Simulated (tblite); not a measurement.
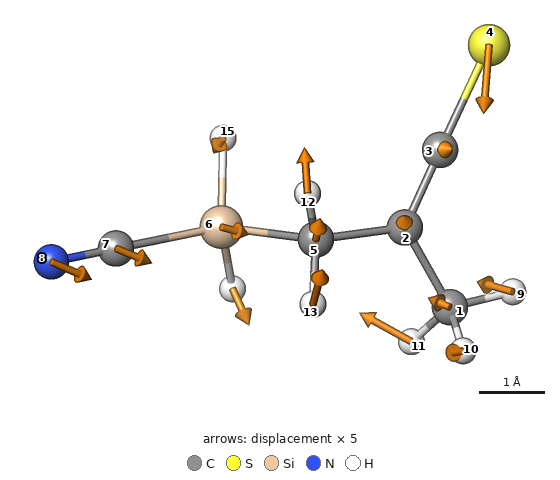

A relaxation of C$_{5}$H$_{7}$NSSi. The starting structure is drawn; orange arrows show the displacements, 5 times their true length. The two geometries are superimposed by the best rigid fit.

A ball-and-stick model, seen face on.

Computed with tblite, GFN2-xTB geometry optimisation, gas phase. 

**What happened in the run?**

The atom that moves furthest after the best rigid fit is the S atom (0.24 Å). By element the largest moves are S 0.24 Å, H 0.19 Å, N 0.16 Å, C 0.13 Å, Si 0.11 Å. Near-neighbour distances that change, for instance: C–S 1.784 → 1.563 Å, C–Si 1.888 → 1.912 Å, H–Si 1.487 → 1.465 Å, C–N 1.167 → 1.145 Å. Bond angles that change, for instance: H–Si–H 107.3° → 113.1°, C–C–Si 115.1° → 110.6°, C–Si–C 110.4° → 106.1°. Over 83 geometry steps the energy falls by 0.951 eV. The run took 0.63 s on 1 thread of Arm Neoverse V1, on a shared host.
